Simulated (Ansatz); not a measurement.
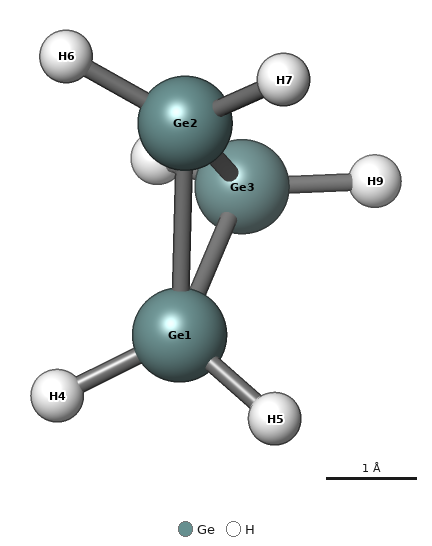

Figure 1. The structure as given in the input (ball-and-stick view, seen at an oblique angle; atoms are numbered from 1 in the order of the input). Sticks mark near contacts. Bond lengths as drawn: Ge–Ge 2.43 Å and Ge–H 1.53 Å.

# Ge3H6: one change and its effect

System: Ge3H6, SMILES [GeH2]1[GeH2][GeH2]1.
Method of run A: RKS wB97M-V/def2-SVP (Ansatz 0.2.0).

The geometry comes from this level: PBE0-D4/def2-TZVP. Text and figures count atoms from 1; the logs count them from 0 in places.

**Input, run A**
```yaml
crystal:
  periodic: [false, false, false]
  atoms:
    - {symbol: Ge, position_ang: [-0.982033, 0.315964, -0.953464]}
    - {symbol: Ge, position_ang: [1.283072, 0.563091, -0.100006]}
    - {symbol: Ge, position_ang: [-0.301034, -0.879099, 1.053512]}
    - {symbol: H, position_ang: [-1.196059, -0.481884, -2.244328]}
    - {symbol: H, position_ang: [-1.951291, 1.494609, -0.811924]}
    - {symbol: H, position_ang: [2.434344, -0.085178, -0.876548]}
    - {symbol: H, position_ang: [1.677835, 1.890545, 0.556293]}
    - {symbol: H, position_ang: [-0.104845, -2.396823, 0.971452]}
    - {symbol: H, position_ang: [-0.859979, -0.421215, 2.405033]}
basis:
  gaussian: {orbitals: def2-SVP}
hamiltonian: {xc: {name: wB97M-V}}
output: {orbitals: {seedname: orbitals}}
```

Hardware: 4 CPU threads, shared host.

**Output (run A)**
```
Functional definition: wB97M-V
  parameter omega = 0.3/bohr
  parameter cx = 0.15
  parameter cx01 = 1.007
  parameter cx10 = 0.259
  parameter css00 = 0.443
  parameter css04 = -1.437
  parameter css10 = -4.535
  parameter css20 = -3.390
  parameter css43 = 4.278
  parameter cos00 = 1.000
  parameter cos10 = 1.358
  parameter cos20 = 2.924
  parameter cos21 = -8.812
  parameter cos60 = -1.390
  parameter cos61 = 9.142
  parameter b = 6.0
  parameter c = 0.01
  gx(w, u) = 1 - cx + cx01*u + cx10*w
  gss(w, u) = css00 + css04*u^4 + css10*w + css20*w^2 + css43*w^4*u^3
  gos(w, u) = cos00 + cos10*w + (cos20 + cos21*u)*w^2 + (cos60 + cos61*u)*w^6
  exchange = spin_sum(e_x_unif_sr(omega)*gx(b97_w, b97_u_x)) + cx*exact_x_sr(omega) + exact_x_lr(omega)
  correlation = spin_sum(e_c_pw_mod_same_spin*gss(b97_w, b97_u_same))
      + integral(e_c_pw_mod_opposite_spin*gos(b97_w_opposite, b97_u_opposite)) + vv10(b, c)
1254 factors; integrals over basis functions are off by at most 1.5e-3 eV
354 factors; integrals over basis functions are off by at most 4.8e-6 eV
mean field evaluation 1: about -169619.9392 eV, gradient 2.0e1 eV
mean field evaluation 2: about -169620.2418 eV, gradient 1.7e1 eV
mean field evaluation 4: about -169620.4826 eV, gradient 1.4e-1 eV
mean field evaluation 8: about -169620.5107 eV, gradient 5.7e-3 eV
mean field -169620.51070701 eV, -6233.4387955712 hartree, gradient 6.7e-5 eV, S^2 0.000000; 0 other end points of the search recorded, 0 dependent functions left out
reference -169620.51075388 eV, -6233.4387972936 hartree; 51, 51 occupied and 75, 75 virtual orbitals, 1254 factors
Total energy: -169620.51075388 eV, -6233.4387972936 hartree
```

For run B the input was changed thus:
```diff
-  gaussian: {orbitals: def2-SVP}
+  gaussian: {orbitals: "def2-QZVPP.json"}
```

What does this change do to the results?

The total energy of run B is 575.2 kcal/mol lower, which measures the change of basis and not a stability. The LUMO goes from 1.55 to 0.97 eV. The basis functions go from 126 to 447.

**Output (run B)**
```
Functional definition: wB97M-V
  parameter omega = 0.3/bohr
  parameter cx = 0.15
  parameter cx01 = 1.007
  parameter cx10 = 0.259
  parameter css00 = 0.443
  parameter css04 = -1.437
  parameter css10 = -4.535
  parameter css20 = -3.390
  parameter css43 = 4.278
  parameter cos00 = 1.000
  parameter cos10 = 1.358
  parameter cos20 = 2.924
  parameter cos21 = -8.812
  parameter cos60 = -1.390
  parameter cos61 = 9.142
  parameter b = 6.0
  parameter c = 0.01
  gx(w, u) = 1 - cx + cx01*u + cx10*w
  gss(w, u) = css00 + css04*u^4 + css10*w + css20*w^2 + css43*w^4*u^3
  gos(w, u) = cos00 + cos10*w + (cos20 + cos21*u)*w^2 + (cos60 + cos61*u)*w^6
  exchange = spin_sum(e_x_unif_sr(omega)*gx(b97_w, b97_u_x)) + cx*exact_x_sr(omega) + exact_x_lr(omega)
  correlation = spin_sum(e_c_pw_mod_same_spin*gss(b97_w, b97_u_same))
      + integral(e_c_pw_mod_opposite_spin*gos(b97_w_opposite, b97_u_opposite)) + vv10(b, c)
2004 factors; their error is unknown
395 factors; integrals over basis functions are off by at most 6.7e-6 eV
mean field evaluation 1: about -169644.6031 eV, gradient 2.4e1 eV
mean field evaluation 2: about -169644.9495 eV, gradient 2.3e1 eV
mean field evaluation 4: about -169645.2083 eV, gradient 6.8e-1 eV
mean field evaluation 8: about -169645.4543 eV, gradient 4.9e-1 eV
mean field evaluation 16: about -169645.4544 eV, gradient 5.8e-5 eV
mean field -169645.45435823 eV, -6234.3554578461 hartree, gradient 5.8e-5 eV, S^2 0.000000; 0 other end points of the search recorded, 0 dependent functions left out
reference -169645.45442761 eV, -6234.3554603955 hartree; 51, 51 occupied and 396, 396 virtual orbitals, 2004 factors
Total energy: -169645.45442761 eV, -6234.3554603955 hartree
```

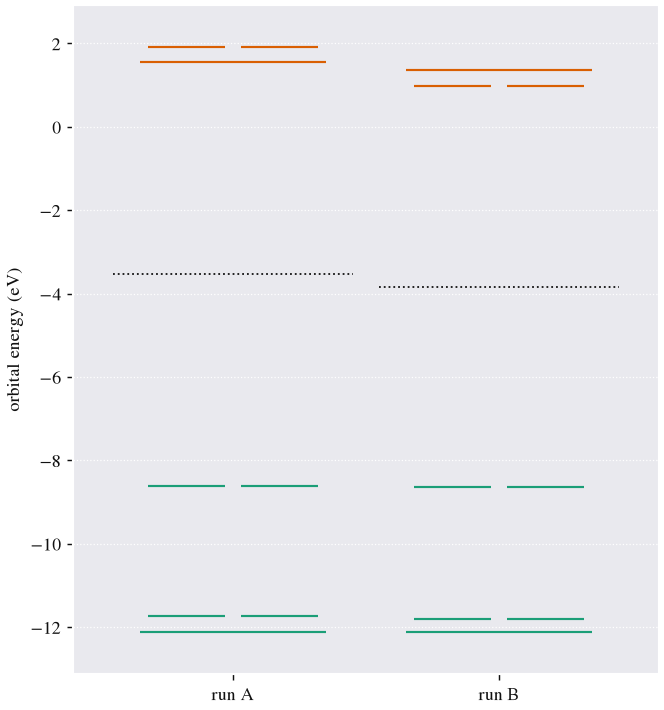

Figure 2. The five highest filled and three lowest empty orbital energies of the two runs; the dotted lines part filled from empty levels. The HOMO–LUMO gap is 10.17 eV in run A and 9.62 eV in run B.

**The two runs side by side**

| quantity | run A | run B |
| --- | --- | --- |
| outcome | converged | converged |
| total energy (hartree) | −6233.438797 | −6234.355460 |
| HOMO (eV) | −8.62 | −8.65 |
| LUMO (eV) | 1.55 | 0.97 |
| basis functions | 126 | 447 |
| wall time (shared host) | 4 s | 17 s |
